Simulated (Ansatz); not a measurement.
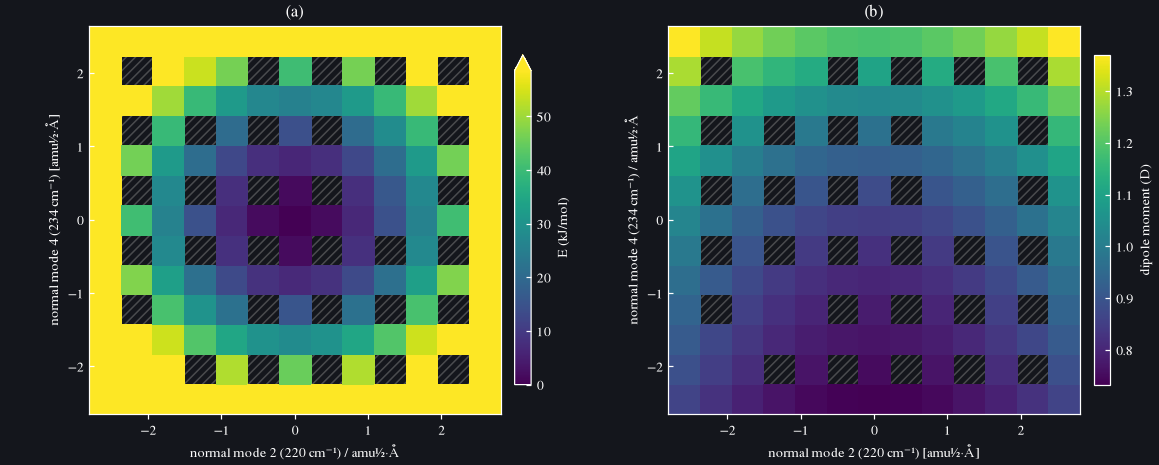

CrS2F2. The first coordinate is: normal mode 2 (220 cm⁻¹); the second: normal mode 4 (234 cm⁻¹). Nothing is relaxed (straight displacements along the two mass-weighted modes). The scan uses a 13 × 13 grid; 78 points were computed and 60 follow by symmetry. At 31 points there is no value. Points are written as (first, second). All energies are given in kJ/mol relative to the lowest grid point. These are results of Ansatz 0.2.0, RKS PBE-D4/def2-SVP, not measurements.

Panel (a) is the energy and panel (b) the computed dipole moment on the same grid.

Drawn: one coloured cell a grid point, one colour for all values above the top of the scale, hatched blanks where no value was computed.

> How does the dipole moment vary over the map, and what is it at the lowest grid point?

Leaving out the highest fifth of the energies, it runs from 0.73 D at (0.00 amu½·Å, −2.44 amu½·Å) to 1.23 D at (−1.30 amu½·Å, 2.44 amu½·Å). At the lowest grid point, (0.00 amu½·Å, 0.00 amu½·Å), it is 0.85 D.
